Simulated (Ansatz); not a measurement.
Fields on a plane of Ag (fcc, Cu type)

```xyz
1
Lattice="0.0000 2.0746 2.0746 2.0746 0.0000 2.0746 2.0746 2.0746 0.0000" Properties=species:S:1:pos:R:3 pbc="T T T"
Ag     0.0000     0.0000     0.0000
```

The slice is a {110} plane (indices of the conventional cell) through the point (0.000, 0.000, 0.000) (fractional), spanned by u = [100] and v = [1 -1 -1] in vectors of this cell: u (2.93 Å) and v (4.15 Å, at 90° to u). It covers one period; positions are fractions (u, v).

Atoms on it: Ag at (0.00, 0.00).

Calculation: PBE (plane waves to 420 eV, PAW, scalar-relativistic; Ansatz, a quantum-chemistry and plane-wave program). k mesh 19×19×19. Inside the PAW spheres the values are not all-electron values, and peaks at nuclei hang on which shells count as valence. Ag was relaxed with its symmetry unable to fall. The PAW data are Ansatz's earlier set.

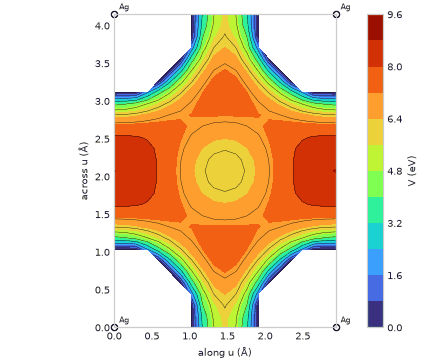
Figure. Electrostatic potential energy of an electron, from the cell's mean, in eV, one period of the plane, atoms marked. Points within 1 Å of a nucleus are left white, as the pseudised field means little there. Values under 0 eV are set to 0. The zero, the cell's mean, hangs on the PAW cores.

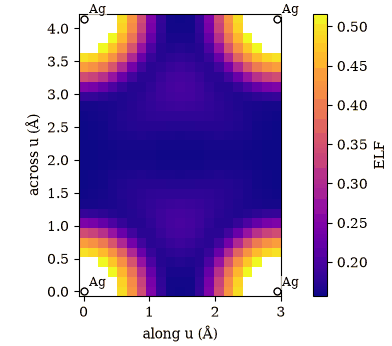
Fig. 1. Electron localisation function (ELF), one period of the plane, atoms marked. Points within 0.5 Å of a nucleus are left white, as the pseudised field means little there.

The density on the Ag–Ag line (2.93 Å) at its midpoint comes out as 0.20 e/Å³ and the ELF at that point is 0.16.
